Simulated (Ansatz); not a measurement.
**Run report: CH$_{7}$NSSi, nudged elastic band**

System: CH$_{7}$NSSi.
Method: RKS r2SCAN-D4/6-31G* (Ansatz 0.2.0).

It belongs to a series of runs on one base structure; here: band between the two ends.

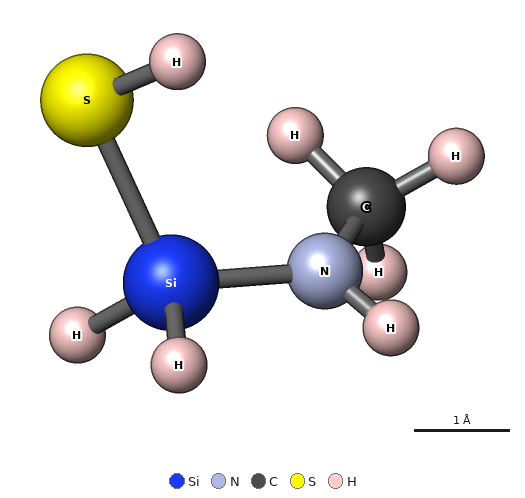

Figure 1. The structure as given in the input (ball-and-stick view, seen at a tilt).

The input:
```yaml
crystal:
  periodic: [false, false, false]
  atoms:
    - { symbol: Si, position_ang: [-0.144586, 1.275633, 0.133806] }
    - { symbol: "N", position_ang: [0.677767, -0.21818, 0.322231] }
    - { symbol: C, position_ang: [0.056928, -1.528699, 0.446619] }
    - { symbol: S, position_ang: [-1.326242, 1.354589, -1.666198] }
    - { symbol: H, position_ang: [-0.312035, 1.067311, -2.510605] }
    - { symbol: H, position_ang: [-1.184527, 1.579894, 1.158288] }
    - { symbol: H, position_ang: [0.93059, 2.303737, 0.159343] }
    - { symbol: H, position_ang: [1.661808, -0.192145, 0.55941] }
    - { symbol: H, position_ang: [-0.946425, -1.496036, 0.005275] }
    - { symbol: H, position_ang: [-0.042863, -1.85657, 1.493794] }
    - { symbol: H, position_ang: [0.629387, -2.289434, -0.102063] }
basis:
  gaussian: { orbitals: "6-31G*" }
hamiltonian:
  xc: r2scan
  dispersion: d4
neb:
  order_check: false
  images: 5
  f_tol: 0.03
  max_iterations: 60
  final_atoms:
    - { symbol: Si, position_ang: [-0.46900078, 1.50042091, 0.05040291] }
    - { symbol: "N", position_ang: [0.66697614, -0.11024293, -0.19329961] }
    - { symbol: C, position_ang: [-0.04161415, -1.37541019, 0.1438265] }
    - { symbol: S, position_ang: [-1.96337408, 1.36633483, -1.25764344] }
    - { symbol: H, position_ang: [0.91455469, -0.11496157, -1.18713379] }
    - { symbol: H, position_ang: [-0.64181695, 1.29366353, 1.52664576] }
    - { symbol: H, position_ang: [0.66918964, 2.46465786, -0.10606313] }
    - { symbol: H, position_ang: [1.53987969, -0.03097679, 0.33620728] }
    - { symbol: H, position_ang: [-0.97252513, -1.38829544, -0.42885581] }
    - { symbol: H, position_ang: [-0.27797793, -1.35823908, 1.21036971] }
    - { symbol: H, position_ang: [0.57551086, -2.24685114, -0.09455637] }
  initial_path:
    images:
      - { positions_ang: [[-0.144586, 1.275633, 0.133806], [0.677767, -0.21818, 0.322231], [0.056928, -1.528699, 0.446619], [-1.326242, 1.354589, -1.666198], [-0.312035, 1.067311, -2.510605], [-1.184527, 1.579894, 1.158288], [0.93059, 2.303737, 0.159343], [1.661808, -0.192145, 0.55941], [-0.946425, -1.496036, 0.005275], [-0.042863, -1.85657, 1.493794], [0.629387, -2.289434, -0.102063]] }
      - { positions_ang: [[-0.22247274, 1.39614692, 0.13369903], [0.63786395, -0.22130987, 0.12995784], [0.04628874, -1.49495946, 0.41225037], [-1.16701845, 1.43142419, -1.72870239], [-0.17939831, 0.745413, -2.16148036], [-1.23932764, 1.49504407, 1.16236756], [0.85793121, 2.34928296, 0.3267487], [1.63132988, -0.20099821, 0.2923121], [-0.98427099, -1.46403202, 0.09086985], [0.06927474, -1.7342147, 1.46311667], [0.54960161, -2.3016969, -0.12123937]] }
      - { positions_ang: [[-0.30035949, 1.51666085, 0.13359206], [0.5979609, -0.22443973, -0.06231532], [0.03564949, -1.46121991, 0.37788174], [-1.00779491, 1.50825937, -1.79120677], [-0.04676162, 0.42351501, -1.81235571], [-1.29412829, 1.41019415, 1.16644712], [0.78527243, 2.39482893, 0.49415439], [1.60085176, -0.20985142, 0.0252142], [-1.02211698, -1.43202804, 0.1764647], [0.18141247, -1.61185939, 1.43243934], [0.46981623, -2.3139598, -0.14041575]] }
      - { positions_ang: [[-0.37824623, 1.63717477, 0.13348509], [0.55805786, -0.2275696, -0.25458849], [0.02501023, -1.42748037, 0.34351311], [-0.84857136, 1.58509456, -1.85371116], [0.08587507, 0.10161701, -1.46323107], [-1.34892893, 1.32534422, 1.17052668], [0.71261364, 2.44037489, 0.66156009], [1.57037364, -0.21870462, -0.2418837], [-1.05996297, -1.40002406, 0.26205954], [0.29355021, -1.48950409, 1.40176202], [0.39003084, -2.32622271, -0.15959212]] }
      - { positions_ang: [[-0.40849775, 1.59159015, 0.10579103], [0.59436395, -0.18846071, -0.23415886], [0.0028021, -1.41012364, 0.27695091], [-1.22017227, 1.51217465, -1.65502192], [0.36210161, 0.02942415, -1.37119864], [-1.11322494, 1.31478399, 1.28923304], [0.69813897, 2.44846921, 0.40568568], [1.56020899, -0.15612868, -0.04918671], [-1.03081702, -1.39611452, 0.03175443], [0.10304083, -1.44574909, 1.33796458], [0.45185751, -2.29976552, -0.13791354]] }
      - { positions_ang: [[-0.43874926, 1.54600553, 0.07809697], [0.63067004, -0.14935182, -0.21372924], [-0.01940602, -1.39276692, 0.2103887], [-1.59177317, 1.43925474, -1.45633268], [0.63832815, -0.04276871, -1.27916622], [-0.87752095, 1.30422376, 1.4079394], [0.6836643, 2.45656354, 0.14981128], [1.55004434, -0.09355274, 0.14351029], [-1.00167107, -1.39220498, -0.19855069], [-0.08746855, -1.40199408, 1.27416714], [0.51368418, -2.27330833, -0.11623495]] }
      - { positions_ang: [[-0.46900078, 1.50042091, 0.05040291], [0.66697614, -0.11024293, -0.19329961], [-0.04161415, -1.37541019, 0.1438265], [-1.96337408, 1.36633483, -1.25764344], [0.91455469, -0.11496157, -1.18713379], [-0.64181695, 1.29366353, 1.52664576], [0.66918964, 2.46465786, -0.10606313], [1.53987969, -0.03097679, 0.33620728], [-0.97252513, -1.38829544, -0.42885581], [-0.27797793, -1.35823908, 1.21036971], [0.57551086, -2.24685114, -0.09455637]] }
```

Hardware: 2 threads of AMD EPYC (Zen 5), 16 GiB of memory available, shared host.

Launch command:
```bash
ansatz run input.yaml --threads 2 --pin off --max-ram 3072MiB --backend cpu --events-out ev --progress --plain --runs-dir out
```

Log:
```
Engine: ansatz 0.2.0, x86_64-unknown-linux-gnu
Functional definition: r2SCAN
  parameter k0 = 0.174
  parameter k1 = 0.065
  parameter a1 = 4.9479
  exchange = r2scan_x(k0 = k0, k1 = k1, a1 = a1)
  correlation = r2scan_c
1079 factors; their error is unknown
mean field evaluation 1: about -21344.7150 eV, gradient 5.4e1 eV
mean field evaluation 2: about -21328.5339 eV, gradient 9.6e1 eV
mean field evaluation 4: about -21351.1037 eV, gradient 5.0e0 eV
mean field evaluation 8: about -21351.1659 eV, gradient 7.2e-2 eV
mean field evaluation 16: about -21351.0869 eV, gradient 1.0e-4 eV
mean field -21351.08687901 eV, -784.6379705170 hartree, gradient 1.1e-5 eV, S^2 0.000000; 0 other end points of the search recorded, 0 dependent functions left out
the calculation of the forces begins
reference -21351.08688838 eV, -784.6379708617 hartree; 25, 25 occupied and 57, 57 virtual orbitals, 1079 factors
1079 factors; their error is unknown
mean field evaluation 32: about -21350.9138 eV, gradient 2.1e-4 eV
mean field -21350.91379641 eV, -784.6316098488 hartree, gradient 8.0e-6 eV, S^2 0.000000; 0 other end points of the search recorded, 0 dependent functions left out
[... from here on the field's lines of each further geometry are left out, up to the last ...]
NEB iter   1: max|band force component| = 3.365e0 eV/Å  barrier→ = 1.3503 eV  barrier← = 1.1783 eV  Δτ_max = 0.2000 Å  (196 SCF iters)
NEB iter   2: max|band force component| = 2.031e0 eV/Å  barrier→ = 1.0011 eV  barrier← = 0.8292 eV  Δτ_max = 0.1706 Å  (151 SCF iters)
NEB iter   3: max|band force component| = 2.338e0 eV/Å  barrier→ = 0.8580 eV  barrier← = 0.6860 eV  Δτ_max = 0.0878 Å  (149 SCF iters)
NEB iter   4: max|band force component| = 1.068e0 eV/Å  barrier→ = 0.7179 eV  barrier← = 0.5460 eV  CI = image 3  Δτ_max = 0.1757 Å  (149 SCF iters)
NEB iter   5: max|band force component| = 5.085e-1 eV/Å  barrier→ = 0.9902 eV  barrier← = 0.8182 eV  CI = image 3  Δτ_max = 0.1635 Å  (150 SCF iters)
NEB iter   6: max|band force component| = 3.054e-1 eV/Å  barrier→ = 0.9970 eV  barrier← = 0.8250 eV  CI = image 3  Δτ_max = 0.0745 Å  (143 SCF iters)
NEB iter   7: max|band force component| = 1.626e-1 eV/Å  barrier→ = 0.9959 eV  barrier← = 0.8239 eV  CI = image 3  Δτ_max = 0.0628 Å  (146 SCF iters)
NEB iter   8: max|band force component| = 1.391e-1 eV/Å  barrier→ = 0.9947 eV  barrier← = 0.8227 eV  CI = image 3  Δτ_max = 0.0401 Å  (144 SCF iters)
NEB iter   9: max|band force component| = 6.187e-2 eV/Å  barrier→ = 0.9935 eV  barrier← = 0.8215 eV  CI = image 3  Δτ_max = 0.0619 Å  (148 SCF iters)
NEB iter  10: max|band force component| = 4.960e-2 eV/Å  barrier→ = 0.9930 eV  barrier← = 0.8210 eV  CI = image 3  Δτ_max = 0.0351 Å  (143 SCF iters)
NEB iter  11: max|band force component| = 4.507e-2 eV/Å  barrier→ = 0.9928 eV  barrier← = 0.8208 eV  CI = image 3  Δτ_max = 0.0253 Å  (149 SCF iters)
NEB iter  12: max|band force component| = 3.416e-2 eV/Å  barrier→ = 0.9926 eV  barrier← = 0.8207 eV  CI = image 3  Δτ_max = 0.0241 Å  (151 SCF iters)
NEB iter  13: max|band force component| = 2.396e-2 eV/Å  barrier→ = 0.9925 eV  barrier← = 0.8205 eV  CI = image 3  Δτ_max = 0.0271 Å  (265 SCF iters)
NEB iter  14: max|band force component| = 3.091e-2 eV/Å  barrier→ = 0.9925 eV  barrier← = 0.8205 eV  CI = image 3  Δτ_max = 0.0363 Å  (29 SCF iters)
NEB iter  15: max|band force component| = 9.525e-2 eV/Å  barrier→ = 0.9927 eV  barrier← = 0.8207 eV  CI = image 3  Δτ_max = 0.0181 Å  (149 SCF iters)
NEB iter  16: max|band force component| = 3.545e-2 eV/Å  barrier→ = 0.9923 eV  barrier← = 0.8204 eV  CI = image 3  Δτ_max = 0.0238 Å  (151 SCF iters)
the calculation of the forces begins
reference -21350.89404743 eV, -784.6308840873 hartree; 25, 25 occupied and 57, 57 virtual orbitals, 1079 factors
1079 factors; their error is unknown
mean field -21350.09357185 eV, -784.6014671524 hartree, gradient 2.1e-5 eV, S^2 0.000000; 1 other end points of the search recorded, 0 dependent functions left out
the calculation of the forces begins
reference -21350.09358094 eV, -784.6014674865 hartree; 25, 25 occupied and 57, 57 virtual orbitals, 1079 factors
NEB iter  17: max|band force component| = 1.390e-2 eV/Å  barrier→ = 0.9923 eV  barrier← = 0.8204 eV  CI = image 3  Δτ_max = 0.0000 Å  (283 SCF iters)
```

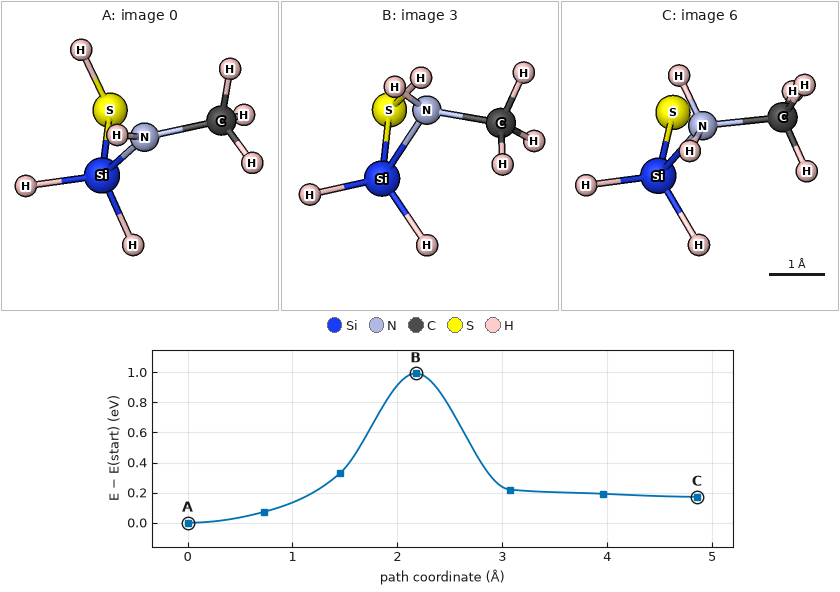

Figure 2. Images of the last band (counted from 0; ball-and-stick, seen at a tilt) above the energy along the path; the line is a cubic interpolation that uses the forces. The highest image is number 3, 0.992 eV above the start and 0.820 eV above the end (the climbing image); the end lies 0.172 eV above the start. The path is 4.86 Å long. The band converged in 17 iterations.

```
Total energy: -21350.15300036 eV, -784.6036511096 hartree
Atom 0 at    -0.275024     1.454479     0.105990 Å, force     0.001827     0.001012    -0.000589 eV/Å
Atom 1 at     0.549667    -0.163680    -0.224114 Å, force    -0.002830     0.001746    -0.001322 eV/Å
Atom 2 at     0.002289    -1.398823     0.358870 Å, force    -0.000548    -0.003733     0.002294 eV/Å
Atom 3 at    -0.906995     1.546191    -1.871072 Å, force     0.000128    -0.000342     0.000194 eV/Å
Atom 4 at     0.010134     0.230676    -1.460593 Å, force     0.001311     0.000751     0.000785 eV/Å
Atom 5 at    -1.261699     1.223768     1.198979 Å, force     0.000159    -0.000444    -0.000718 eV/Å
Atom 6 at     0.763623     2.404604     0.597135 Å, force    -0.000506    -0.000473     0.000643 eV/Å
Atom 7 at     1.570739    -0.148274    -0.195619 Å, force    -0.000384     0.000379    -0.001273 eV/Å
Atom 8 at    -1.077687    -1.415526     0.177138 Å, force     0.000564     0.000124     0.000127 eV/Å
Atom 9 at     0.176123    -1.460742     1.440459 Å, force     0.000061     0.000198    -0.000478 eV/Å
Atom 10 at     0.448634    -2.272572    -0.127275 Å, force     0.000219     0.000781     0.000338 eV/Å
Dipole moment:     0.522594    -0.643967     0.666543 e Å
this run last wrote the band of iteration 17 to [file]; this run last wrote the band within `neb.f_tol` of iteration 13 to [file]
```

The last band as extended XYZ (Å, eV, eV/Å):
```
11
Properties=species:S:1:pos:R:3:forces:R:3 image=0 energy=-21351.14531
Si   -0.1446    1.2756    0.1338   -0.0018  -0.0115  -0.0086
N     0.6778   -0.2182    0.3222    0.0016   0.0047   0.0088
C     0.0569   -1.5287    0.4466   -0.0121  -0.0218  -0.0029
S    -1.3262    1.3546   -1.6662   -0.0017   0.0025  -0.0003
H    -0.3120    1.0673   -2.5106    0.0002  -0.0005   0.0032
H    -1.1845    1.5799    1.1583    0.0031   0.0033  -0.0012
H     0.9306    2.3037    0.1593   -0.0024   0.0000   0.0027
H     1.6618   -0.1921    0.5594    0.0002  -0.0013  -0.0003
H    -0.9464   -1.4960    0.0053    0.0256  -0.0003   0.0125
H    -0.0429   -1.8566    1.4938    0.0036   0.0075  -0.0272
H     0.6294   -2.2894   -0.1021   -0.0164   0.0176   0.0134
11
Properties=species:S:1:pos:R:3:forces:R:3 image=1 energy=-21351.07404
Si   -0.1726    1.3084    0.1460    0.0010  -0.0150  -0.0014
N     0.6674   -0.1809    0.2460    0.0176   0.0045   0.0562
C     0.0416   -1.4774    0.4563    0.0022  -0.0153   0.0120
S    -1.1458    1.4975   -1.7767   -0.0643  -0.0292   0.0239
H    -0.2095    0.7173   -2.3559    0.0004   0.0817  -0.1141
H    -1.2773    1.4136    1.1382    0.0026   0.0488  -0.0032
H     0.8361    2.3772    0.3780    0.0224  -0.0154  -0.0469
H     1.6788   -0.1834    0.2519    0.0083  -0.0060   0.0827
H    -1.0203   -1.4174    0.1910    0.0060  -0.0036   0.0042
H     0.1095   -1.8041    1.5047   -0.0032  -0.0534   0.0008
H     0.4919   -2.2507   -0.1795    0.0072   0.0029  -0.0143
11
Properties=species:S:1:pos:R:3:forces:R:3 image=2 energy=-21350.81819
Si   -0.1864    1.3531    0.1471    0.0736  -0.1021   0.0390
N     0.6380   -0.1618    0.0323    0.0961   0.0080   0.2315
C     0.0266   -1.4223    0.4276    0.0209  -0.0207   0.0668
S    -0.9344    1.5766   -1.8570   -0.0365   0.0298   0.0178
H    -0.2228    0.4235   -1.9729   -0.2269   0.1794  -0.4852
H    -1.2824    1.2602    1.1514   -0.0139   0.0405  -0.0390
H     0.7620    2.4300    0.5405    0.0021   0.0227  -0.0547
H     1.6467   -0.1780   -0.0367    0.0700  -0.0309   0.1447
H    -1.0442   -1.4043    0.1865    0.0320   0.0084   0.0171
H     0.1290   -1.6149    1.5047   -0.0353  -0.1452   0.0594
H     0.4676   -2.2620   -0.1237    0.0179   0.0101   0.0027
11
Properties=species:S:1:pos:R:3:forces:R:3 image=3 energy=-21350.15299
Si   -0.2750    1.4545    0.1060    0.0018   0.0010  -0.0006
N     0.5497   -0.1637   -0.2241   -0.0028   0.0017  -0.0013
C     0.0023   -1.3988    0.3589   -0.0005  -0.0037   0.0023
S    -0.9070    1.5462   -1.8711    0.0001  -0.0003   0.0002
H     0.0101    0.2307   -1.4606    0.0013   0.0008   0.0008
H    -1.2617    1.2238    1.1990    0.0002  -0.0004  -0.0007
H     0.7636    2.4046    0.5971   -0.0005  -0.0005   0.0006
H     1.5707   -0.1483   -0.1956   -0.0004   0.0004  -0.0013
H    -1.0777   -1.4155    0.1771    0.0006   0.0001   0.0001
H     0.1761   -1.4607    1.4405    0.0001   0.0002  -0.0005
H     0.4486   -2.2726   -0.1273    0.0002   0.0008   0.0003
11
Properties=species:S:1:pos:R:3:forces:R:3 image=4 energy=-21350.92495
Si   -0.4176    1.5428    0.0033   -0.0191   0.0079  -0.0157
N     0.5431   -0.1693   -0.3307    0.0077   0.0085  -0.0257
C     0.0105   -1.3827    0.3402   -0.0083   0.0019   0.0034
S    -1.2643    1.9434   -1.7588   -0.0347   0.0516   0.0212
H     0.4017   -0.2283   -1.3470    0.0518  -0.0578   0.0188
H    -1.1893    1.0732    1.1988    0.0100  -0.0151  -0.0018
H     0.7573    2.3057    0.5399    0.0017  -0.0130  -0.0075
H     1.5495   -0.0733   -0.1690   -0.0047  -0.0004   0.0092
H    -1.0642   -1.4299    0.1486    0.0003  -0.0002  -0.0056
H     0.1766   -1.2955    1.4160   -0.0040   0.0183  -0.0065
H     0.4964   -2.2861   -0.0414   -0.0008  -0.0015   0.0100
11
Properties=species:S:1:pos:R:3:forces:R:3 image=5 energy=-21350.95307
Si   -0.4549    1.5144    0.0268   -0.0001  -0.0007  -0.0039
N     0.6241   -0.1331   -0.2684    0.0024   0.0130   0.0032
C    -0.0147   -1.3737    0.2451   -0.0062  -0.0112  -0.0017
S    -1.6687    1.6510   -1.5468   -0.0108  -0.0099   0.0091
H     0.6814   -0.1729   -1.2914    0.0132  -0.0032   0.0019
H    -0.9259    1.1241    1.3951    0.0089   0.0020   0.0101
H     0.7233    2.4192    0.2335    0.0026   0.0047  -0.0116
H     1.5794   -0.0398    0.0882    0.0010  -0.0011   0.0090
H    -1.0371   -1.4034   -0.1403   -0.0009   0.0044  -0.0112
H    -0.0424   -1.3226    1.3353   -0.0099   0.0002  -0.0036
H     0.5352   -2.2631   -0.0772   -0.0003   0.0018  -0.0011
11
Properties=species:S:1:pos:R:3:forces:R:3 image=6 energy=-21350.97336
Si   -0.4690    1.5004    0.0504   -0.0038  -0.0036  -0.0077
N     0.6670   -0.1102   -0.1933    0.0028  -0.0100   0.0111
C    -0.0416   -1.3754    0.1438   -0.0052  -0.0021   0.0057
S    -1.9634    1.3663   -1.2576   -0.0072   0.0060   0.0006
H     0.9146   -0.1150   -1.1871    0.0055   0.0071  -0.0006
H    -0.6418    1.2937    1.5266    0.0016   0.0035  -0.0013
H     0.6692    2.4647   -0.1061   -0.0004   0.0050   0.0020
H     1.5399   -0.0310    0.3362    0.0068  -0.0016  -0.0065
H    -0.9725   -1.3883   -0.4289    0.0038  -0.0035   0.0008
H    -0.2780   -1.3582    1.2104   -0.0016  -0.0029  -0.0050
H     0.5755   -2.2469   -0.0946   -0.0023   0.0021   0.0009
```

Summary:

| quantity | value |
| --- | --- |
| outcome | converged |
| barrier, forward | 0.992 eV |
| barrier, backward | 0.820 eV |
| wall time | 84 s (CPU time 2.7 min) |
| peak memory | 0.18 GiB |

Remarks:

The order of the saddle point was not checked.
